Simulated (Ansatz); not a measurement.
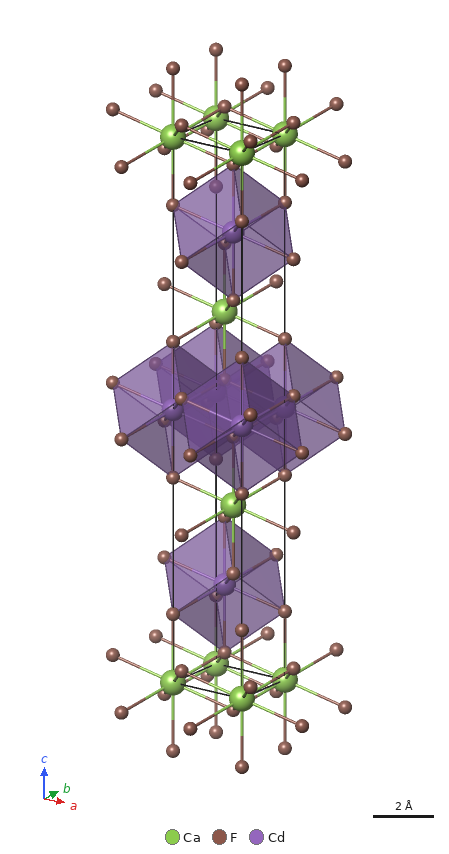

We look at a polyhedral model of the crystal slightly off an axis. Atoms at the boundary of the conventional unit cell (the box) are drawn once for each face, edge or corner they touch. A few atoms beyond the faces are included.

CaCdF4, space group R-3m (No. 166), a = 3.824 Å, b = 3.824 Å, c = 18.799 Å, α = 90.00°, β = 90.00°, γ = 120.00°. The structure was taken from a structure type filled with these elements by a generator (whether the compound takes this form wasn't checked). Earlier steps of the study may have refined or changed the cell and positions. Ansatz was used for an electronic-structure calculation on it.

This one geometry was computed with Ansatz (DFT, plane waves, PAW) at five levels of theory: PBE0, HSE06, PBE, r2SCAN and PBE with spin-orbit coupling. It was relaxed beforehand with r2SCAN.

> Which level gives the highest pressure at this volume, and what does that say about its equilibrium volume?

Highest: PBE (4.4 GPa) and PBE with spin-orbit coupling (4.4 GPa), which points to the largest equilibrium volume. Lowest, with the smallest volume: r2SCAN (0.0 GPa). Levels within 0.5 GPa of each other can't be told apart.

> How does the band gap change with the level of theory?

PBE with spin-orbit coupling: a gap of 4.48 eV, indirect; PBE: a gap of 4.49 eV, indirect; r2SCAN: a gap of 5.17 eV, indirect; HSE06: a gap of 6.59 eV, indirect; PBE0: a gap of 7.36 eV, indirect.

> Collect the results in a table.

| level | cutoff (eV) | k-mesh of the run's cell | gap (eV) | pressure (GPa) |
| --- | --- | --- | --- | --- |
| PBE0 | 420 | 4×4×4 | 7.36 | 1.3 |
| HSE06 | 420 | 4×4×4 | 6.59 | 1.6 |
| PBE | 420 | 8×8×8 | 4.49 | 4.4 |
| r2SCAN | 500 | 8×8×8 | 5.17 | 0.0 |
| PBE with spin-orbit coupling | 420 | 8×8×8 | 4.48 | 4.4 |

Gaps are taken on the k-mesh or band path of each run.
